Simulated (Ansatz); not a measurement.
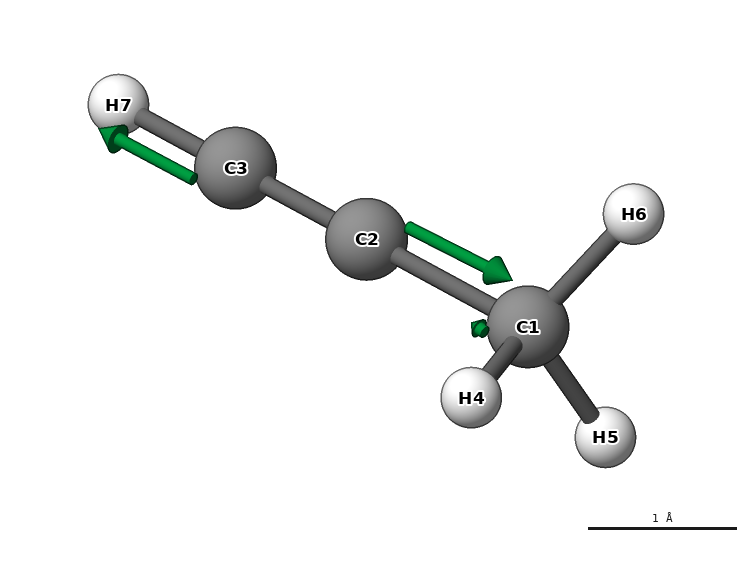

Arrows show the forces on the atoms, 0.06 Å of arrow for 1 eV/Å; forces under a tenth of the largest aren't drawn. Charge 0, triplet. Level of theory: U-PBE0/def2-SVP (Ansatz).

Which bond do the forces act along most?

C2–C3, now 1.192 Å: the forces push its atoms apart, so a first step downhill lengthens it.

List the force components in the frame of the picture (x right, y up, z towards the viewer), in eV/Å.

| atom | Fx | Fy | Fz |
| --- | --- | --- | --- |
| C1 | −1.59 | 1.13 | −1.18 |
| C2 | 11.87 | −6.04 | 8.33 |
| C3 | −10.83 | 5.77 | −7.65 |
| H4 | −0.03 | −0.53 | 0.72 |
| H5 | 0.51 | −0.69 | −0.19 |
| H6 | 0.22 | 0.27 | 0.09 |
| H7 | −0.17 | 0.09 | −0.12 |

The spin state was imposed, and no run here compares it with a lower spin, which may lie lower.
